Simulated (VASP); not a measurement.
Band structure of MoS2 (2H layered). Calculation: PBE GGA with D4 dispersion, VASP's PBE PAW potentials (set 64) (plane waves; VASP).

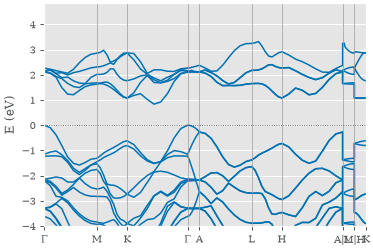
Figure. Bands along high-symmetry lines, zero at the valence-band maximum or, without a gap, the Fermi level

### Question
Read the plot: is there a gap, and where are the band edges?

### Answer
The gap is indirect, 0.84 eV, from the valence maximum at Γ to the conduction minimum at K-Γ at 0.44. (Edges off the drawn lines would not show.)

Measured: gap 1.29 eV (computed value off by -0.45 eV), as given by Wei Chen et al., Physical Review Materials (2018), doi:10.1103/physrevmaterials.2.073803.

The compound is MoS2 in the 2H layered structure. It was relaxed first.
